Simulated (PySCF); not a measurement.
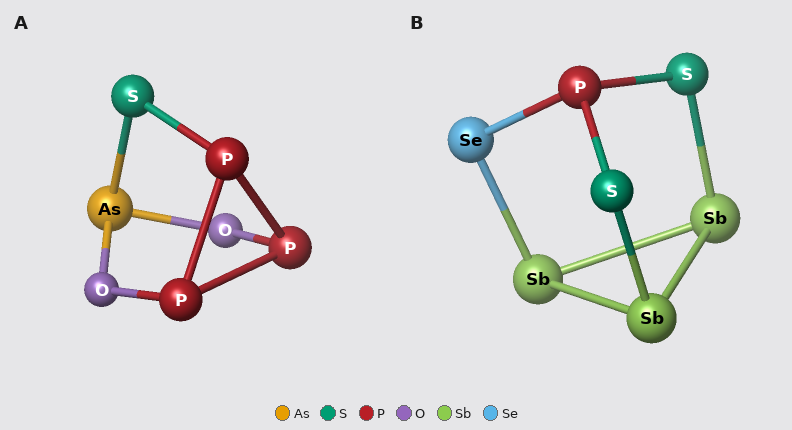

Two related species, optimised with PBE0-D3(BJ)/def2-SVP; properties computed with PySCF 2.14.0. Both: charge 0, singlet.

### Identify both.

A is AsP3SOO nortricyclane, B is PSb3SSSe nortricyclane.

Compare them. With ωB97X-D/def2-SVPD: dipole moment (D), HOMO–LUMO gap (eV), HOMO energy (Kohn–Sham orbital) (eV), lowest vertical singlet excitation (eV), mean static polarisability (bohr³).

| quantity | A | B |
| --- | --- | --- |
| dipole moment (D) | 0.72 | 3.75 |
| HOMO–LUMO gap (eV) | 8.50 | 7.21 |
| HOMO energy (Kohn–Sham orbital) (eV) | −8.78 | −8.20 |
| lowest vertical singlet excitation (eV) | 3.85 | 3.12 |
| mean static polarisability (bohr³) | 116.8 | 215.7 |

Each is one conformer, and no frequency run is at hand to confirm it as a minimum.
